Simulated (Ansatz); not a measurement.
# How fast states decay through SrTlI3

A new crystal, SrTlI3: structure, gap and complex bands. It is built by putting Sr for Ca, Tl for K in the KCaI3 structure of space group Cmcm, with the volume rescaled by atomic radii. The parent structure comes from the Materials Project.

Program: Ansatz 0.2.0. Level of theory: r2SCAN DFT, plane waves, PAW files, in the first sound run; inputs show where later runs differ. Results are calculated unless marked as measured.

The structure was built from a prototype and need not be the compound's stable phase.

## (1) Set-up

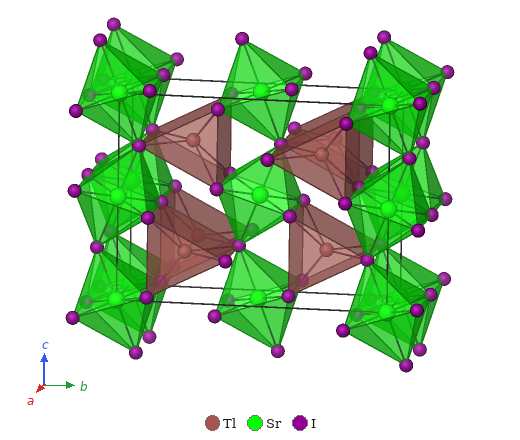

The cell as given, slightly off an axis (thallium brown, strontium green, iodine purple). This picture shows the conventional cell, with its axes. Some periodic images of atoms are drawn too.

As a file:

```cif
data_structure
_symmetry_space_group_name_H-M 'Cmcm'
_symmetry_Int_Tables_number 63
_cell_length_a 4.4569
_cell_length_b 14.7279
_cell_length_c 11.3333
_cell_angle_alpha 90.000
_cell_angle_beta 90.000
_cell_angle_gamma 90.000
_cell_volume 743.93
loop_
_atom_site_label
_atom_site_type_symbol
_atom_site_symmetry_multiplicity
_atom_site_Wyckoff_symbol
_atom_site_fract_x
_atom_site_fract_y
_atom_site_fract_z
_atom_site_occupancy
Tl1 Tl 4 c 0.50000 0.25052 0.75000 1
Sr1 Sr 4 a 0.00000 0.00000 0.50000 1
I1 I 8 f 0.00000 0.36414 0.55705 1
I2 I 4 c 0.00000 0.07479 0.75000 1
```

## (2) Cell and atoms at rest

The substituted atoms don't fit the parent's cell, so cell and atoms relax together. A small smearing keeps the run stable in case the gap closes on the way.

Input file input.yaml:

```yaml
crystal:
  lattice:
    - [2.2284450036, -7.3639348328, 0.0]
    - [2.2284450036, 7.3639348328, 0.0]
    - [0.0, 0.0, 11.3333434033]
  atoms:
    - { symbol: Tl, position: [0.24948358, 0.75051642, 0.25] }
    - { symbol: Tl, position: [0.75051642, 0.24948358, 0.75] }
    - { symbol: Sr, position: [0.0, 0.0, 0.0] }
    - { symbol: Sr, position: [0.0, 0.0, 0.5] }
    - { symbol: I, position: [0.63585905, 0.36414095, 0.05704685] }
    - { symbol: I, position: [0.36414095, 0.63585905, 0.94295315] }
    - { symbol: I, position: [0.36414095, 0.63585905, 0.55704685] }
    - { symbol: I, position: [0.63585905, 0.36414095, 0.44295315] }
    - { symbol: I, position: [0.9252072, 0.0747928, 0.25] }
    - { symbol: I, position: [0.0747928, 0.9252072, 0.75] }
kpoints:
  mp_grid: { grid: [6, 6, 2] }
scf:
  occupations: { method: gaussian, width: 0.03 }
hamiltonian:
  xc: r2scan
output:
  forces: true
  stress: true
relax:
  f_tol: 0.02
  max_steps: 60
  cell: {}
```

Started as:

```sh
ansatz run input.yaml --threads 2 --pin off --max-ram 4096MiB --backend cpu --events-out ev --progress --plain --runs-dir out
```

Numbers of over 12 decimals in the logs are rounded to 6 here.

The log of the run:

```text
Engine: ansatz 0.2.0, aarch64-unknown-linux-gnu
Pseudopotentials: kind: paw
Pseudopotential: Tl, paw, valence charge 13, recommended cutoff 500 eV (meta_gga), Tl.paw.azcp
Pseudopotential: Sr, paw, valence charge 10, recommended cutoff 500 eV (meta_gga), Sr.paw.azcp
Pseudopotential: I, paw, valence charge 17, recommended cutoff 500 eV (meta_gga), I.paw.azcp
Functional definition: r2SCAN
  parameter k0 = 0.174
  parameter k1 = 0.065
  parameter a1 = 4.9479
  exchange = r2scan_x(k0 = k0, k1 = k1, a1 = a1)
  correlation = r2scan_c
Crystal: 10 atoms, lattice volume = 371.963 Å³
Basis set: ecut = 500 eV, 9407 PW (Γ), exchange–correlation on 240×240×360 points (64 copies of the dense FFT grid, shifted against one another)
Bands: 89, of which v1, the nominal top of the filled ones, is band 74 counted from 1 (73 counted from 0)
Symmetry: 8 space group operations
Space group: Cmcm (ITA 63), of the structure as read, at distance tolerance 7.2e-5 Å
k-points: 26 of 72
Non-local potential: Tl, projectors of the file, l = 0: 2, l = 1: 2, l = 2: 2, l = 3: 1
Non-local potential: Sr, projectors of the file, l = 0: 3, l = 1: 2, l = 2: 2
Non-local potential: I, projectors of the file, l = 0: 2, l = 1: 2, l = 2: 2, l = 3: 2
PAW form: soft (Blöchl's): semilocal exchange-correlation on the pseudo side does not see the compensation charge
PAW frozen core: Tl, regenerated for the run's functional (the file was generated under x = pbe(κ = 0.804, μ = 0.219515), c = pbe(β = 0.066725))
PAW frozen core: Sr, regenerated for the run's functional (the file was generated under x = pbe(κ = 0.804, μ = 0.219515), c = pbe(β = 0.066725))
PAW frozen core: I, regenerated for the run's functional (the file was generated under x = pbe(κ = 0.804, μ = 0.219515), c = pbe(β = 0.066725))
PAW one-centre angular grid: Tl, 590 points (default); XC on 160 Gauss nodes
PAW one-centre angular grid: Sr, 302 points (default); XC on 160 Gauss nodes
PAW one-centre angular grid: I, 590 points (default); XC on 160 Gauss nodes
Initial density: superposition of atomic densities (neutral atoms: chi_scale 0, normalization atom), corrected by the library's trained network
Initial wavefunctions: pseudopotential atomic-orbital guess
Functional: x = r2scan, c = r2scan; τ floored in thin density (d = 2e-4 eV/Å³)
SCF iter   1: F=—  HF=-75209.113671 eV  |F-HF|=—  |Δ(HF+E_count)|=         —  Δρ=4.02e-3  dr2=6.54e-2  dr2_τ=2.49e-2  ethr=1.77e-3  ⟨swp⟩=10.6  Hψ=12234  notcnv=0  defer=15
preconditioner: auto → Resta (q_TF=auto, 2.340 Å⁻¹)  ε∞=2.9  [insulator: Δε(μ)=3.661 eV  Ē_g=12.909 eV  σ=0.030 eV  W_gap=1.00  n_scr=80 (ndim 8)  ℏωp=17.6 eV  f_vac=0.036  D(μ)=0.00/eV (n_scr^D=0)  ε∞_Penn≈2.9]
SCF iter   2: F=—  HF=-75209.224713 eV  |F-HF|=—  |Δ(HF+E_count)|=   1.11e-1  Δρ=1.74e-3  dr2=9.36e-3  dr2_τ=1.25e-3  ethr=4.42e-5  ⟨swp⟩=3.2  Hψ=4209  notcnv=0  defer=210
SCF iter   3: F=—  HF=-75209.224632 eV  |F-HF|=—  |Δ(HF+E_count)|=   8.07e-5  Δρ=4.97e-4  dr2=1.06e-3  dr2_τ=6.95e-5  ethr=6.33e-6  ⟨swp⟩=2.1  Hψ=4188  notcnv=0  defer=132
automatic band count: iteration 3 solves 86 bands in place of 89: the levels show a gap, and the empty bands left out lie too high to hold charge; the band table lists the bands solved (type scf.n_extra_bands for more)
SCF iter   4: F=—  HF=-75209.224933 eV  |F-HF|=—  |Δ(HF+E_count)|=   3.00e-4  Δρ=1.94e-4  dr2=1.20e-4  dr2_τ=9.60e-6  ethr=7.14e-7  ⟨swp⟩=2.0  Hψ=3040  notcnv=0  defer=132
SCF iter   5: F=—  HF=-75209.225002 eV  |F-HF|=—  |Δ(HF+E_count)|=   6.99e-5  Δρ=3.87e-5  dr2=5.42e-6  dr2_τ=3.72e-7  ethr=8.11e-8  ⟨swp⟩=2.0  Hψ=3248  notcnv=0  defer=132
SCF iter   6: F=—  HF=-75209.225119 eV  |F-HF|=—  |Δ(HF+E_count)|=   1.16e-4  Δρ=1.02e-5  dr2=3.37e-7  dr2_τ=3.15e-8  ethr=3.66e-9  ⟨swp⟩=2.0  Hψ=3248  notcnv=0  defer=132
SCF iter   7: F=-75209.225119 eV  HF=-75209.225119 eV  |F-HF|=1.56e-8  |Δ(HF+E_count)|=   5.46e-8  Δρ=2.81e-6  dr2=4.16e-8  dr2_τ=1.12e-9  ethr=6.76e-11  ⟨swp⟩=5.8  Hψ=9130  notcnv=0
SCF 1 converged in 7 iterations: F = -75209.225119 eV  dr2 = 4.16e-8
  greatest PAW one-centre occupation: 0.999 electrons in one spin orbital (limit 2), on the I atom at site 9 (counted from 0), in its partial waves of l = 2
relax step   1: F+E_penalty+E_count = -75209.22511890 eV  Δ(F+E_penalty+E_count) = +0.000e0 eV  max|allowed force component| = 9.518e-1 eV/Å  Δτ_max = 0.0000 Å  P = +5.363 GPa  Ω = 371.963 Å³  (7 SCF iters, dr2 threshold 1.00e-7 eV, accepted)
Crystal: 10 atoms, lattice volume = 422.687 Å³
Basis set: ecut = 500 eV, 10801 PW (Γ), exchange–correlation on 240×240×360 points (64 copies of the dense FFT grid, shifted against one another)
Initial density: handed on by an earlier stage of this run
Initial wavefunctions: those handed on with the density
iter 1 solved again at ethr=3.62e-4 eV; its pass at ethr=3.10e-3 eV (dr2=5.36e-1 eV) is discarded
SCF iter   1: F=—  HF=-75206.947144 eV  |F-HF|=—  |Δ(HF+E_count)|=         —  Δρ=7.55e-3  dr2=5.40e-1  dr2_τ=1.86e0  ethr=3.62e-4  ⟨swp⟩=2.2  Hψ=12114  notcnv=0
automatic band count: iteration 1 solves 86 bands in place of 89: the levels show a gap, and the empty bands left out lie too high to hold charge; the band table lists the bands solved (type scf.n_extra_bands for more)
preconditioner: auto → Resta (q_TF=auto, 2.291 Å⁻¹)  ε∞=2.9  [insulator: Δε(μ)=3.739 eV  Ē_g=12.147 eV  σ=0.030 eV  W_gap=1.00  n_scr=88 (ndim 8)  ℏωp=16.6 eV  f_vac=0.087  D(μ)=0.00/eV (n_scr^D=0)  ε∞_Penn≈2.9]
SCF iter   2: F=—  HF=-75210.339627 eV  |F-HF|=—  |Δ(HF+E_count)|=    3.39e0  Δρ=4.28e-3  dr2=1.50e-1  dr2_τ=1.48e-3  ethr=3.62e-4  ⟨swp⟩=5.0  Hψ=4365  notcnv=0
SCF iter   3: F=—  HF=-75210.290101 eV  |F-HF|=—  |Δ(HF+E_count)|=   4.95e-2  Δρ=1.58e-3  dr2=1.84e-2  dr2_τ=1.47e-3  ethr=1.01e-4  ⟨swp⟩=4.1  Hψ=4305  notcnv=0  defer=133
SCF iter   4: F=—  HF=-75210.286596 eV  |F-HF|=—  |Δ(HF+E_count)|=   3.50e-3  Δρ=5.68e-4  dr2=2.03e-3  dr2_τ=8.72e-5  ethr=1.25e-5  ⟨swp⟩=3.1  Hψ=3625  notcnv=0  defer=133
SCF iter   5: F=—  HF=-75210.286828 eV  |F-HF|=—  |Δ(HF+E_count)|=   2.32e-4  Δρ=1.72e-4  dr2=1.79e-4  dr2_τ=9.22e-6  ethr=1.37e-6  ⟨swp⟩=2.0  Hψ=3247  notcnv=0  defer=133
SCF iter   6: F=—  HF=-75210.287007 eV  |F-HF|=—  |Δ(HF+E_count)|=   1.79e-4  Δρ=4.73e-5  dr2=1.50e-5  dr2_τ=4.36e-7  ethr=1.21e-7  ⟨swp⟩=2.0  Hψ=4154  notcnv=0  defer=133
SCF iter   7: F=—  HF=-75210.287010 eV  |F-HF|=—  |Δ(HF+E_count)|=   2.73e-6  Δρ=1.47e-5  dr2=1.05e-6  dr2_τ=1.04e-7  ethr=1.02e-8  ⟨swp⟩=2.0  Hψ=4027  notcnv=0  defer=133
[...]
Basis set: ecut = 500 eV, 11005 PW (Γ), exchange–correlation on 240×240×360 points (64 copies of the dense FFT grid, shifted against one another)
iter 1 solved again at ethr=4.41e-5 eV; its pass at ethr=3.10e-3 eV (dr2=6.52e-2 eV) is discarded
SCF iter   1: F=—  HF=-75210.123122 eV  |F-HF|=—  |Δ(HF+E_count)|=         —  Δρ=3.11e-3  dr2=6.91e-2  dr2_τ=2.98e-1  ethr=4.41e-5  ⟨swp⟩=3.2  Hψ=11773  notcnv=0
automatic band count: iteration 1 solves 86 bands in place of 89: the levels show a gap, and the empty bands left out lie too high to hold charge; the band table lists the bands solved (type scf.n_extra_bands for more)
preconditioner: auto → Resta (q_TF=auto, 2.282 Å⁻¹)  ε∞=2.8  [insulator: Δε(μ)=3.787 eV  Ē_g=12.210 eV  σ=0.030 eV  W_gap=1.00  n_scr=88 (ndim 8)  ℏωp=16.4 eV  f_vac=0.078  D(μ)=0.00/eV (n_scr^D=0)  ε∞_Penn≈2.8]
SCF iter   2: F=—  HF=-75210.348142 eV  |F-HF|=—  |Δ(HF+E_count)|=   2.25e-1  Δρ=1.23e-3  dr2=6.36e-3  dr2_τ=2.61e-4  ethr=4.41e-5  ⟨swp⟩=4.0  Hψ=3986  notcnv=0
SCF iter   3: F=—  HF=-75210.347657 eV  |F-HF|=—  |Δ(HF+E_count)|=   4.85e-4  Δρ=6.63e-4  dr2=1.36e-3  dr2_τ=2.27e-5  ethr=4.30e-6  ⟨swp⟩=2.0  Hψ=3332  notcnv=0
SCF iter   4: F=—  HF=-75210.347635 eV  |F-HF|=—  |Δ(HF+E_count)|=   2.22e-5  Δρ=1.35e-4  dr2=1.16e-4  dr2_τ=4.95e-6  ethr=9.16e-7  ⟨swp⟩=2.0  Hψ=3109  notcnv=0
SCF iter   5: F=—  HF=-75210.347775 eV  |F-HF|=—  |Δ(HF+E_count)|=   1.40e-4  Δρ=3.76e-5  dr2=7.34e-6  dr2_τ=2.53e-7  ethr=7.81e-8  ⟨swp⟩=2.0  Hψ=3588  notcnv=0
SCF iter   6: F=-75210.347779 eV  HF=-75210.347779 eV  |F-HF|=8.16e-8  |Δ(HF+E_count)|=   3.42e-6  Δρ=1.14e-5  dr2=4.54e-7  dr2_τ=3.98e-8  ethr=6.76e-10  ⟨swp⟩=5.0  Hψ=8446  notcnv=0
SCF 3 converged in 6 iterations: F = -75210.347779 eV  dr2 = 4.54e-7
  greatest PAW one-centre occupation: 0.998 electrons in one spin orbital (limit 2), on the I atom at site 9 (counted from 0), in its partial waves of l = 2
relax step   3: F+E_penalty+E_count = -75210.34777882 eV  Δ(F+E_penalty+E_count) = -6.077e-2 eV  max|allowed force component| = 7.195e-2 eV/Å  Δτ_max = 0.0681 Å  P = +0.126 GPa  Ω = 431.930 Å³  energy of the carried Pulay correction = -6.970e-3 eV  (6 SCF iters, dr2 threshold 1.00e-6 eV, accepted)
[...]
relax step   4: F+E_penalty+E_count = -75210.35448623 eV  Δ(F+E_penalty+E_count) = -6.707e-3 eV  max|allowed force component| = 3.118e-2 eV/Å  Δτ_max = 0.0275 Å  P = +0.027 GPa  Ω = 435.787 Å³  energy of the carried Pulay correction = -7.384e-3 eV  (6 SCF iters, dr2 threshold 3.24e-7 eV, accepted)
[...]
relax step   5: F+E_penalty+E_count = -75210.35545863 eV  Δ(F+E_penalty+E_count) = -9.724e-4 eV  max|allowed force component| = 8.117e-3 eV/Å  Δτ_max = 0.0291 Å  P = -0.003 GPa  Ω = 437.252 Å³  energy of the carried Pulay correction = -7.539e-3 eV  (7 SCF iters, dr2 threshold 6.08e-8 eV, accepted)
Initial wavefunctions: pseudopotential atomic-orbital guess (no wavefunctions were taken with the density)
iter 1 solved again at ethr=7.25e-7 eV; its pass at ethr=3.10e-3 eV (dr2=1.07e-3 eV) is discarded
SCF iter   1: F=—  HF=-75210.358715 eV  |F-HF|=—  |Δ(HF+E_count)|=         —  Δρ=2.98e-4  dr2=1.95e-5  dr2_τ=7.16e-5  ethr=7.25e-7  ⟨swp⟩=4.0  Hψ=18771  notcnv=0
preconditioner: auto → Resta (q_TF=auto, 2.278 Å⁻¹)  ε∞=2.7  [insulator: Δε(μ)=3.811 eV  Ē_g=12.559 eV  σ=0.030 eV  W_gap=1.00  n_scr=88 (ndim 8)  ℏωp=16.3 eV  f_vac=0.080  D(μ)=0.00/eV (n_scr^D=0)  ε∞_Penn≈2.7]
SCF iter   2: F=—  HF=-75210.364722 eV  |F-HF|=—  |Δ(HF+E_count)|=   6.01e-3  Δρ=1.51e-4  dr2=4.73e-6  dr2_τ=2.82e-5  ethr=1.32e-8  ⟨swp⟩=2.0  Hψ=4107  notcnv=0
SCF iter   3: F=—  HF=-75210.365252 eV  |F-HF|=—  |Δ(HF+E_count)|=   5.30e-4  Δρ=1.36e-5  dr2=2.04e-7  dr2_τ=1.60e-7  ethr=3.20e-9  ⟨swp⟩=2.1  Hψ=3548  notcnv=0
SCF iter   4: F=—  HF=-75210.365255 eV  |F-HF|=—  |Δ(HF+E_count)|=   2.85e-6  Δρ=2.10e-6  dr2=9.10e-9  dr2_τ=1.19e-9  ethr=1.38e-10  ⟨swp⟩=2.0  Hψ=4041  notcnv=0
SCF iter   5: F=—  HF=-75210.365255 eV  |F-HF|=—  |Δ(HF+E_count)|=   2.90e-9  Δρ=4.54e-7  dr2=4.10e-10  dr2_τ=2.18e-10  ethr=6.15e-12  ⟨swp⟩=2.0  Hψ=3677  notcnv=0
SCF iter   6: F=-75210.365255 eV  HF=-75210.365255 eV  |F-HF|=2.91e-11  |Δ(HF+E_count)|=   2.72e-9  Δρ=1.02e-7  dr2=7.12e-11  dr2_τ=2.16e-12  ethr=1.00e-12  ⟨swp⟩=6.0  Hψ=9489  notcnv=0
SCF 6 converged in 6 iterations: F = -75210.365255 eV  dr2 = 7.12e-11
relax step   6: F+E_penalty+E_count = -75210.36525529 eV  Δ(F+E_penalty+E_count) = -9.797e-3 eV  max|allowed force component| = 8.068e-3 eV/Å  Δτ_max = 0.0000 Å  P = +0.006 GPa  Ω = 437.252 Å³  stress off target by 2.85e-2 GPa  SCF on the basis re-selected at this cell (its energy is not comparable with the rows above)  (6 SCF iters)
basis re-selected at this cell: Δ(F+E_penalty+E_count) = -9.797e-3 eV, ΔP = +0.009 GPa vs the last step (what re-selecting the basis moved, of the pressure what is left beyond the Pulay correction that the steps carried, after the strain that the cell walked since its last selection, with what the two solves' SCF thresholds leave and, on support functions, any second-order correction that the steps lacked; it is no m [...]
SCF converged after 6 iterations
Free energy (F): -75210.365255 eV
Harris-Foulkes:  -75210.365255 eV  (|F-HF|=2.91e-11)
Internal energy: -75210.365255 eV  (E = F + TS)
E sigma→0 (E₀):  -75210.365255 eV
Fermi energy:    5.650053 eV
--- Per-component energies (eV) ---
  E_band       = -2822.291441
  E_kinetic    = 2283.694348
  E_local      = -16348.910724  (includes V_loc(G=0)·N_el)
  E_nonlocal   = 497.599040
  E_hartree    = 7682.653285
  E_xc         = -1490.142321
  E_vxc        = -1506.504635  (∫ρ·V_xc dr)
  E_paw        = -54845.543326  (= ΣΔE_a)
  E_vpaw       = -3205.920691  (= ΣTr[D̂ρ^β])
  E_aug_tail   = -0.000153  (compensation charges beyond the density's cutoff)
  E_vtau       = 92.444630  (kinetic-family band-sum trace: ∫τ·v_τ [+ j·A + Jᵃ·Aᵃ] dr)
  E_ewald      = -12991.941170
  E_core_change = 2.225767  (= ΣΔE_core)
  E_smearing   = -0.000000  (= −TS)
  E_closure    = -0.000000  (closes the sum)
  Σ components = -75210.365255   (vs F -75210.365255, Δ=0.00e0)
--- Forces (eV/Å), atoms counted from 1 ---
  atom   1  Tl     0.00000000     0.00105729     0.00000000
  atom   2  Tl     0.00000000    -0.00105729     0.00000000
  atom   3  Sr     0.00000000     0.00000000     0.00000000
  atom   4  Sr     0.00000000    -0.00000000    -0.00000000
  atom   5  I      0.00000000     0.00088111    -0.00802152
  atom   6  I      0.00000000    -0.00088111     0.00802152
  atom   7  I      0.00000000    -0.00088111    -0.00802152
  atom   8  I      0.00000000     0.00088111     0.00802152
  atom   9  I      0.00000000     0.00806830     0.00000000
  atom  10  I      0.00000000    -0.00806830     0.00000000
  max |Σ_I F_I| component: 1.30e-18 eV/Å
--- Stress (GPa, compression-positive) ---
       -0.021778       0.000000       0.000000
        0.000000       0.028521       0.000000
        0.000000       0.000000       0.011456
  P = ⅓ Tr σ = 0.0061 GPa (0.061 kbar)
--- Relaxed structure (5 steps of the walk, 5 accepted, 1 SCFs on fresh bases) ---
  F+E_penalty+E_count = -75210.36525529 eV   max|allowed force component| = 8.068e-3 eV/Å   (the final SCF, on the basis selected at the relaxed cell)
  cell:  # Å, volume = 437.2519 Å³
    - [2.375176, -7.672473, 0.0]
    - [2.375176, 7.672473, 0.0]
    - [0.0, 0.0, 11.996942]
  atoms:
    - { symbol: Tl, position: [0.251527, 0.748473, 0.25] }
    - { symbol: Tl, position: [0.748473, 0.251527, 0.750000] }
    - { symbol: Sr, position: [1.8845614637979713e-19, -1.884561463797975e-19, 0] }
    - { symbol: Sr, position: [1.8845614637979713e-19, -1.884561463797975e-19, 0.5] }
    - { symbol: I, position: [0.640736, 0.359264, 0.060990] }
    - { symbol: I, position: [0.359264, 0.640736, 0.939010] }
    - { symbol: I, position: [0.359264, 0.640736, 0.560990] }
    - { symbol: I, position: [0.640736, 0.359264, 0.439010] }
    - { symbol: I, position: [0.916172, 0.083828, 0.25] }
    - { symbol: I, position: [0.083828, 0.916172, 0.750000] }
```

The job ended after 4 min (2 threads of Arm Neoverse V2, shared host; peak memory 2.6 GiB; 7.9 min of CPU time).

Relaxation path:

| step | energy less that of the first step (eV) | largest force component (eV/Å) | pressure (GPa) | volume (Å³) |
| --- | --- | --- | --- | --- |
| 1 | 0.0000 | 0.9518 | 5.36 | 371.96 |
| 2 | -1.0619 | 0.2577 | 0.41 | 422.69 |
| 3 | -1.1227 | 0.0719 | 0.13 | 431.93 |
| 4 | -1.1294 | 0.0312 | 0.03 | 435.79 |
| 5 | -1.1303 | 0.0081 | 0.00 | 437.25 |
| 6* | -1.1401 | 0.0081 | 0.01 | 437.25 |

Relaxation steps marked * repeat the geometry before them on a plane-wave basis chosen anew for their cell, so energy and pressure can jump there.

The run keeps the 8 symmetry operations that it works with, so distortions that break them were not tested.

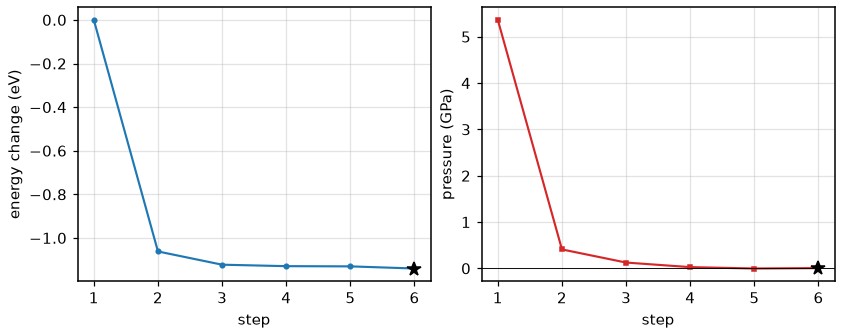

Energy and pressure along the relaxation. Stars mark steps on a basis chosen anew.

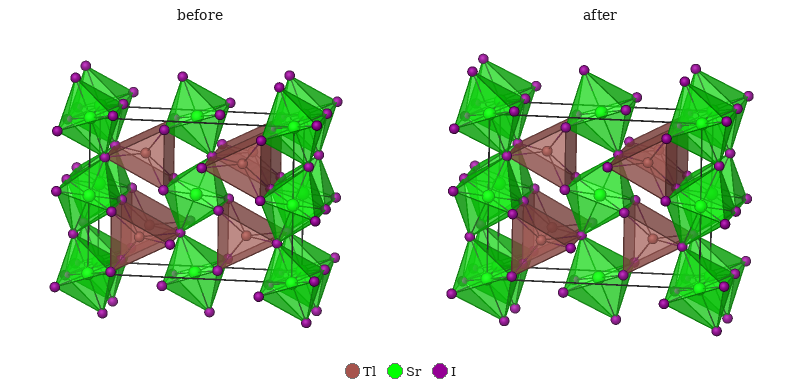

The structure before and after the relaxation, drawn at the same scale.

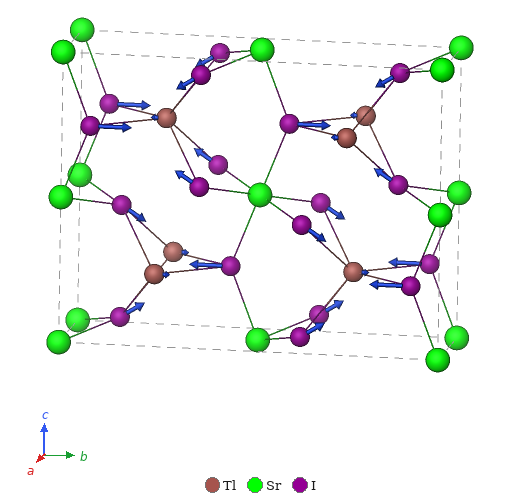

Displacements in the relaxation, exaggerated, measured against the changing cell; the longest in the cell stands for 0.14 Å. Some periodic images of atoms are drawn too.

```csv
"conventional cell, symmetrised",before,after,change
a (Å),4.457,4.750,+6.6 %
b (Å),14.728,15.345,+4.2 %
c (Å),11.333,11.997,+5.9 %
volume (Å³/atom),37.20,43.73,+17.6 %
```

The atoms that moved most (Å, as changes of fractional coordinates times the final cell):

| atom | dx | dy | dz | length |
| --- | --- | --- | --- | --- |
| I10 | 0.000 | -0.139 | 0.000 | 0.139 |
| I9 | 0.000 | 0.139 | 0.000 | 0.139 |
| I7 | 0.000 | 0.075 | 0.047 | 0.089 |
| I8 | 0.000 | -0.075 | -0.047 | 0.089 |
| I5 | 0.000 | -0.075 | 0.047 | 0.089 |
| I6 | 0.000 | 0.075 | -0.047 | 0.089 |
| Tl2 | 0.000 | 0.031 | 0.000 | 0.031 |
| Tl1 | 0.000 | -0.031 | 0.000 | 0.031 |

Numbers from this step:

```yaml
free_energy: -75210.3653 eV
fermi_energy: 5.650 eV
pressure: 0.006066 GPa
```

The largest force component on a free atom ends at 0.0081 eV/Å.

(Part 1 of 2 ends here.)

[Logs are printed without paths, hosts, clocks, repeated set-up lines and the standing remarks that a program may print on its own settings, such as how far it seeks lower states.]

[Hosts, paths, dates, database ids (printed as entryN), source tags and the programs' standing remarks are cut or masked in the printed files.]

[New means built here by substitution; the compound itself may be known and measured.]
